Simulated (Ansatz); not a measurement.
C3H3F2NO (SMILES NC(=O)/C(F)=C/F)

Input file:

```
crystal:
  periodic: [false, false, false]
  atoms:
    - symbol: C
      position_ang: [-0.161226, -1.420481, 0.403207]
    - symbol: C
      position_ang: [-0.180487, -0.315567, -0.594117]
    - symbol: C
      position_ang: [-1.307764, 0.048580, -1.221564]
    - symbol: F
      position_ang: [0.985511, 0.309215, -0.844518]
    - symbol: F
      position_ang: [-1.327850, 1.031409, -2.109508]
    - symbol: "N"
      position_ang: [1.065701, -1.653684, 0.939501]
    - symbol: O
      position_ang: [-1.173038, -2.040859, 0.690746]
    - symbol: H
      position_ang: [1.875971, -1.111931, 0.668539]
    - symbol: H
      position_ang: [1.155207, -2.392225, 1.626325]
    - symbol: H
      position_ang: [-2.261051, -0.448408, -1.029344]
basis:
  gaussian: {orbitals: def2-SVPD}
output: {forces: true, orbitals: {seedname: orbitals}}
hamiltonian: {xc: pbe0}
```

Run with:

```sh
ansatz run input.yaml --threads 2 --pin off --max-ram 4350MiB --events-out events.jsonl --progress --plain --runs-dir runs
```

Geometry: r2SCAN-D4/def2-SVP.

Method: isolated molecule in a Gaussian basis; Kohn-Sham density functional theory, functional PBE0 (Ansatz 0.2.0).

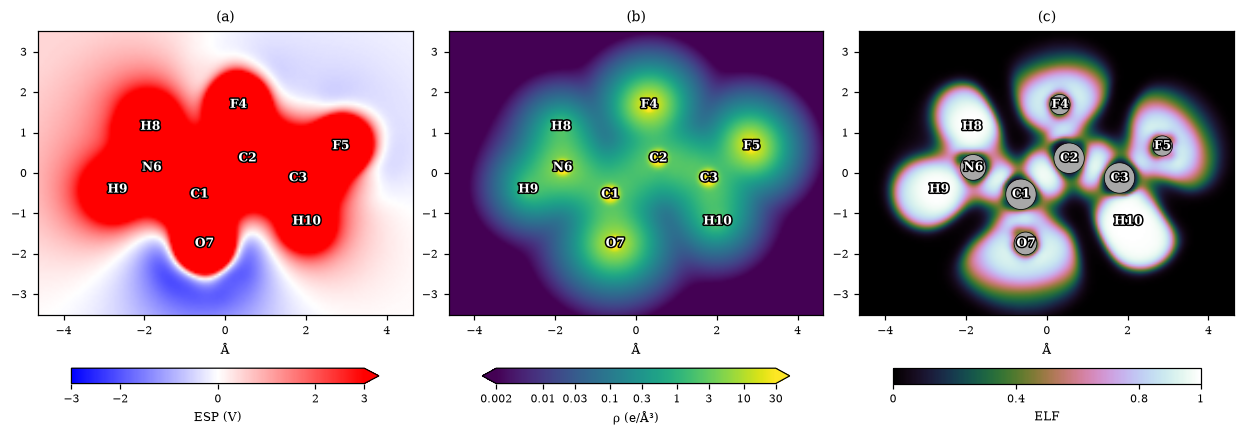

Figure 1. (a) electrostatic potential; (b) total electron density; (c) ELF on the molecular plane. Grey discs cover the atomic cores in the ELF map.

Interpret the plot.

Answer. The section cuts through C, F, N, O and H sites.
C–O (1.22 Å): ρ is about 3.2 e/Å³ halfway; the ELF peaks at about 0.85 between the atoms; a multiple bond.
C–F (1.32 Å): the density is about 2.4 e/Å³ at the midpoint; the ELF peaks at about 0.85 between the atoms, as expected for a shared but strongly polarised pair.
C–C (1.34 Å): ρ at the midpoint is about 2.3 e/Å³; the ELF peaks at about 0.95 between the atoms; a short, multiple covalent bond.
C–N (1.36 Å): the density is about 2.3 e/Å³ at the midpoint; the ELF peaks at about 0.95 between the atoms: a covalent bond.
N–H (1.01 Å): ρ is about 2.9 e/Å³ halfway; the ELF climbs to about 1 towards the hydrogen, as it does in any bond to H: a covalent bond by its length.
The ELF also peaks beside O7, F5 and F4, away from the bonds: lone-pair regions.
Outside the dense part of the molecule the potential is most negative (−2.1 V) near O7.

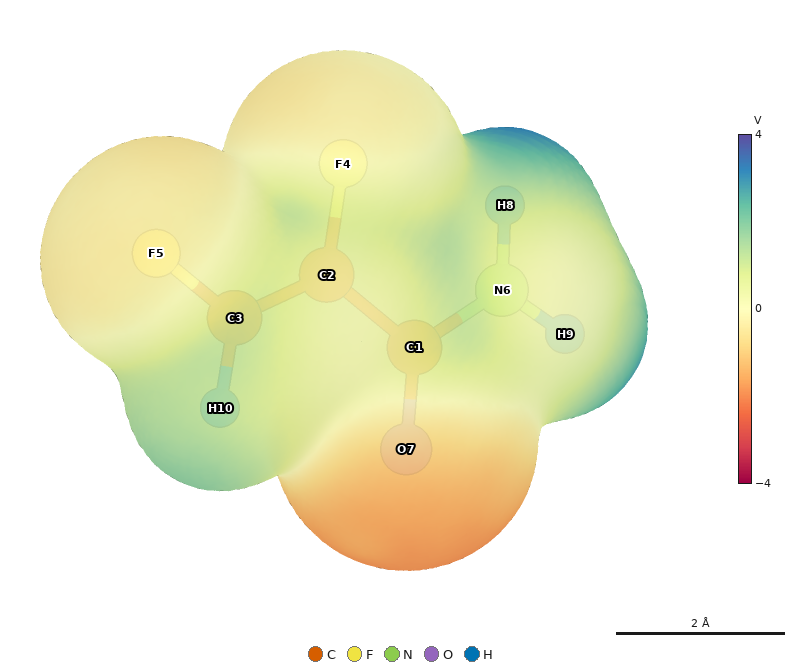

Figure 2. The molecular electrostatic potential painted on the density surface at 0.004 e/bohr³, seen at a tilt; the colour scale runs from red (negative) to blue (positive).

Which sites attract a positive test charge, and which a negative one?

Answer. A positive charge is drawn to the negative regions and a negative charge to the positive ones. The most negative region (about −1.9 V) lies over O7, the most positive (about +3.1 V) over H8 and H9. O7 is the likeliest acceptor of a hydrogen bond.

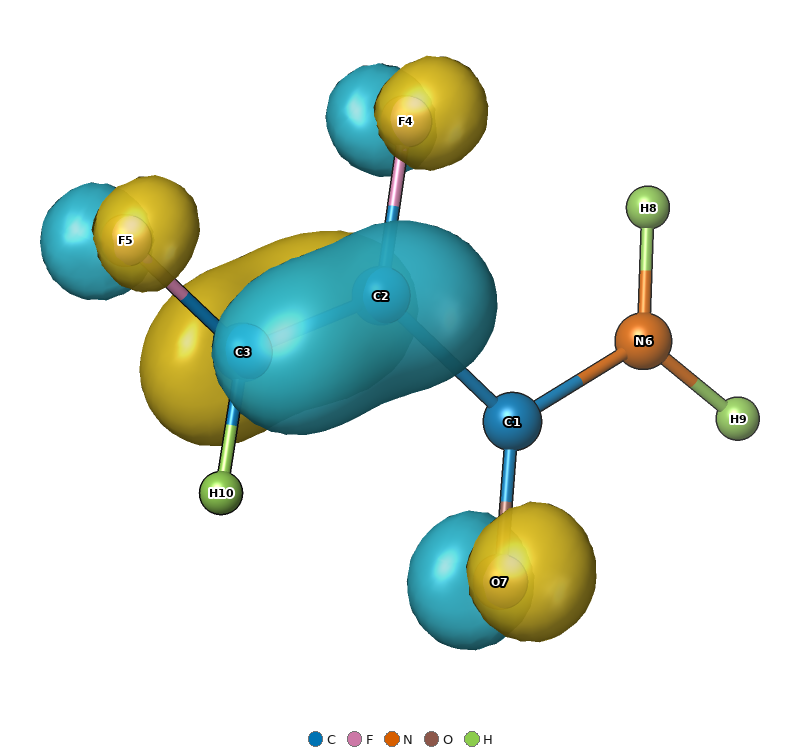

Figure 3. One frontier orbital at ±0.2 Å⁻³ᐟ² (yellow and cyan are the two phases), seen at a tilt.

Which orbital is it: HOMO or LUMO?

Answer. The HOMO, at −7.92 eV. By Hirshfeld shares it lies mainly on C2 (about 30 %), C3 (about 30 %), O7 (about 15 %), F5 (about 10 %) and F4 (about 10 %); it changes sign across the molecular plane (π type); π-bonding across C2–C3; π-antibonding (a node) across C2–F4 and C3–F5.
